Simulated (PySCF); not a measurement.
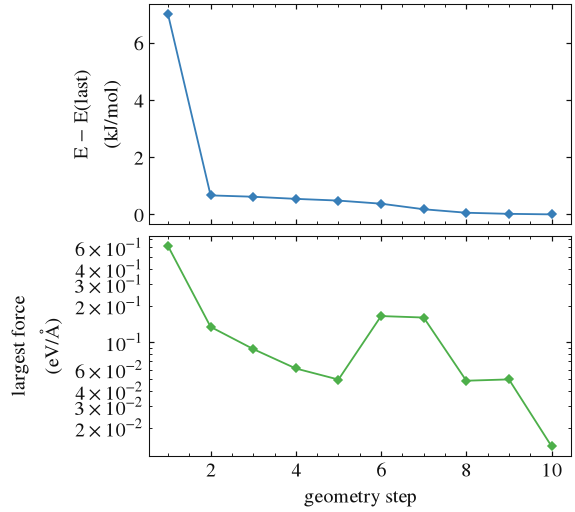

History of a geometry optimisation.

System: C₉H₁₁N (SMILES C=C[C@@H](C)c1ccncc1).
Method: PBE0-D3(BJ)/def2-SVP, geometry optimisation in PySCF.

Question: How did the optimisation end?

Answer: The optimisation met its thresholds at geometry 10, counting the start as the first. The energy fell by about 7 kJ/mol from the first step to the last. The largest force goes from about 0.62 eV/Å at the start to 0.014 eV/Å at the end.
